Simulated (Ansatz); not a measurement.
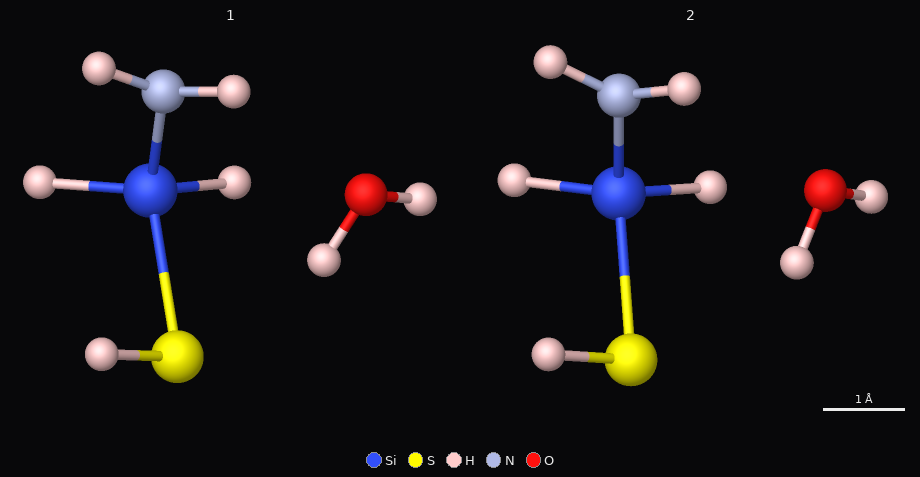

Two geometries of SiNH7SO, drawn at one scale. One is the start of a relaxation, the other its converged end. Style: ball-and-stick. Shown at a tilt.

Theory: RKS r2SCAN-D4/def2-SVP (Ansatz). (no spin polarisation; force threshold 0.03 eV/Å; at most 50 steps)

### Which geometry has the lower energy?

Structure 1 is the relaxed one. The run prepares an end point of a later path (reaction) calculation, from a guessed geometry. The atom that moves furthest after the best rigid fit is an H atom (0.32 Å). Largest moves by element: H 0.32 Å, O 0.23 Å, Si 0.14 Å, N 0.14 Å, S 0.11 Å. Among the contacts that change: S–Si 2.169 → 2.195 Å, H–N 1.017 → 1.023 Å, H–O 0.971 → 0.975 Å. Among the angles between lasting bonds that change: Si–N–H 118.9° → 116.0°, H–Si–N 114.5° → 112.0°, H–N–H 115.3° → 112.8°. Over 10 accepted moves (11 points after the start) the energy falls by 0.80 kcal/mol. The largest force component goes from 0.24 to 0.021 eV/Å. The line search rejected the trial step at point 1 of the run.
